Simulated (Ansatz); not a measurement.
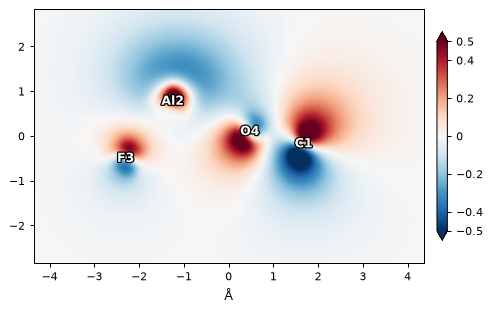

*CH2AlFO (charge +1, doublet). The LUMO (β) on the plane of atoms F3, Al2 and O4 (values in Å⁻³ᐟ²; the overall sign is arbitrary).*

Geometry: PBE-D3(BJ)/def2-SVP.

Theory: isolated molecule in a Gaussian basis; Kohn-Sham density functional theory, functional PBE0 (Ansatz 0.2.0).

The calculation's input:

```
basis:
  gaussian:
    orbitals: def2-TZVPD
crystal:
  periodic: [false, false, false]
  atoms:
    - {symbol: C, position_ang: [-0.540243, 0.701877, -1.374777]}
    - {symbol: Al, position_ang: [0.213287, -2.289267, -1.477782]}
    - {symbol: F, position_ang: [1.548481, -2.537877, -2.423028]}
    - {symbol: O, position_ang: [-0.150146, -0.470041, -1.482094]}
    - {symbol: H, position_ang: [-0.147196, 1.346049, -0.554121]}
    - {symbol: H, position_ang: [-1.283272, 1.109657, -2.099050]}
total_charge: 1
magnetization:
  spin_polarized: true
  initial_magnetization: 1
hamiltonian:
  xc: {name: PBE0}
output:
  forces: true
  orbitals: {seedname: orbitals}
```

Launched as:

```sh
ansatz run input.yaml --threads 1 --pin off --max-ram 2610MiB --events-out events.jsonl --progress --plain --runs-dir runs
```

Describe this orbital and give its energy.

Answer. It lies mainly on Al2 (about 55 %), C1 (about 25 %) and O4 (about 10 %). Its energy is −9.09 eV.
